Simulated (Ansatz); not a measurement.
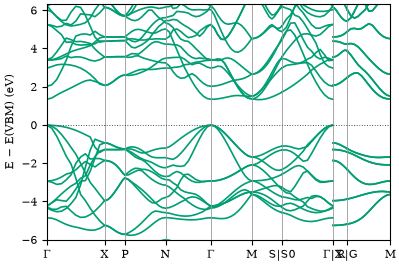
*Band structure from the program Ansatz at the r²SCAN level (PAW)*

Read off the gap and where the band edges lie.

About 1.3 eV (1.32 eV by a search for the band edges); maximum at Γ, minimum on the M–S line, 25 % of the way from M.

Pick the material that matches.
A. CdGeAs2, chalcopyrite
B. BeSiAs2, chalcopyrite
C. VBiO4, I4_1/a (Bi on 4a, V on 4b, O on 16f)
D. Nb2O5, I4/mmm (Pearson symbol tI112)

B, BeSiAs2, chalcopyrite

Space group I-42d (chalcopyrite). The first step of the workflow began from a Materials Project structure, measured or hypothetical; the Crystallography Open Database copy checked does not list it. Whether it is the stable phase at ambient conditions was not checked. Symmetry was held in the r²SCAN relaxation; whether a distortion lowers the energy is not shown. Scalar-relativistic: spin–orbit coupling is off unless named, which matters more the heavier the elements.

Potentials: the later of the program's two PAW sets.
